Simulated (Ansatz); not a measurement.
# FGeH2S (charge +1): what the fields show

```json
{"atom": "F", "x (Å)": "-1.0629", "y (Å)": "-1.1150", "z (Å)": "1.4229"}
{"atom": "Ge", "x (Å)": "-0.4146", "y (Å)": "-0.3541", "z (Å)": "0.0655"}
{"atom": "S", "x (Å)": "1.2065", "y (Å)": "0.9119", "z (Å)": "0.5263"}
{"atom": "H", "x (Å)": "-1.1024", "y (Å)": "-0.7078", "z (Å)": "-1.2399"}
{"atom": "H", "x (Å)": "1.3734", "y (Å)": "1.2650", "z (Å)": "-0.7749"}
```

Method: UKS r2SCANh/def2-SVP in Ansatz.

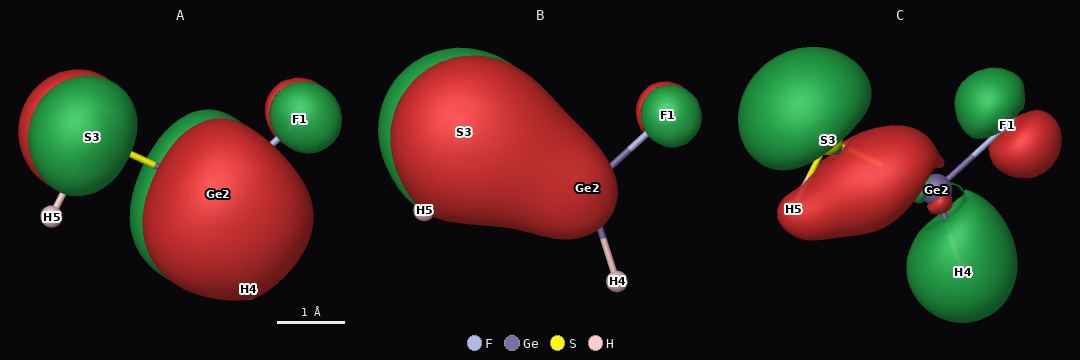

Figure 1. Three frontier orbitals at ±0.1 Å⁻³ᐟ² (green and red are the two phases), in no order.

> Order the three orbitals by energy and name them.

C is the HOMO−1 (−15.93 eV). By Hirshfeld shares it lies mainly on S3 (about 50 %), Ge2 (about 20 %), F1 (about 15 %) and H4 (about 15 %); it is symmetric in the molecular plane (an in-plane orbital: σ, lone-pair or in-plane π type). B is the HOMO (−14.44 eV). It lies mainly on S3 (about 75 %) and Ge2 (about 15 %); it changes sign across the molecular plane (π type). A is the LUMO (−9.09 eV). By Hirshfeld shares it lies mainly on Ge2 (about 70 %), S3 (about 20 %) and F1 (about 5 %); it changes sign across the molecular plane (π type).

> What is the HOMO–LUMO gap?

5.35 eV between the orbital energies.

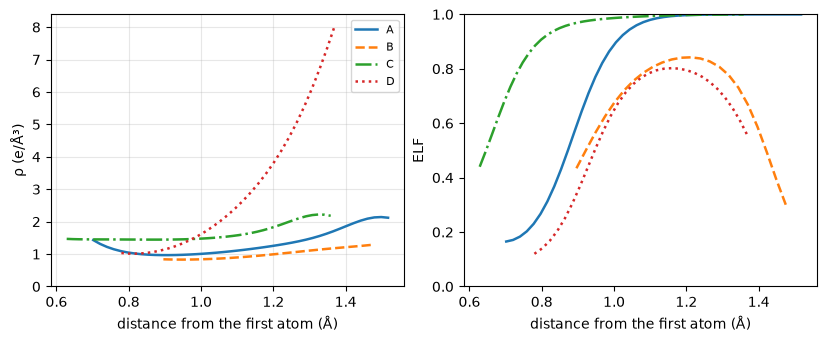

Figure 2. Electron density and electron localisation function along straight lines between neighbouring atoms. The curves leave out the atomic cores.

> Which curve belongs to which contact (Ge–F, Ge–H, Ge–S and S–H)? The first atom named is at distance zero.

Curve A: Ge–H (1.52 Å): the density is about 1.1 e/Å³ at the midpoint; the ELF climbs to about 1 towards the hydrogen. Curve B: Ge–S (2.11 Å): the density is about 0.86 e/Å³ at the midpoint; the ELF peaks at about 0.85 in the valence shell of S, 0.9 Å from its nucleus, and is about 0.75 at the midpoint. Curve C: S–H (1.36 Å): ρ is about 1.5 e/Å³ halfway; the ELF climbs to about 1 towards the hydrogen. Curve D: Ge–F (1.69 Å): ρ is about 1 e/Å³ halfway; the ELF peaks at about 0.80 in the valence shell of F, 0.5 Å from its nucleus, and is about 0.20 at the midpoint.

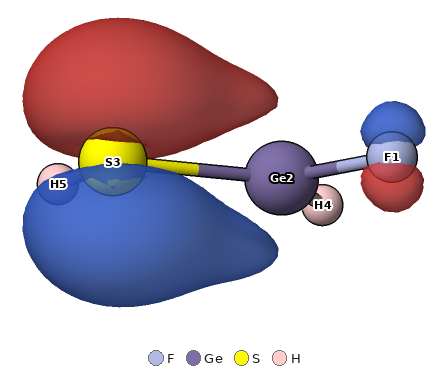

Figure 3. The HOMO at ±0.15 Å⁻³ᐟ² (red and blue are the two phases), seen from one side.

> What is the character of this orbital?

It lies mainly on S3 (about 75 %) and Ge2 (about 15 %); it changes sign across the molecular plane (π type). Its energy is −14.44 eV.
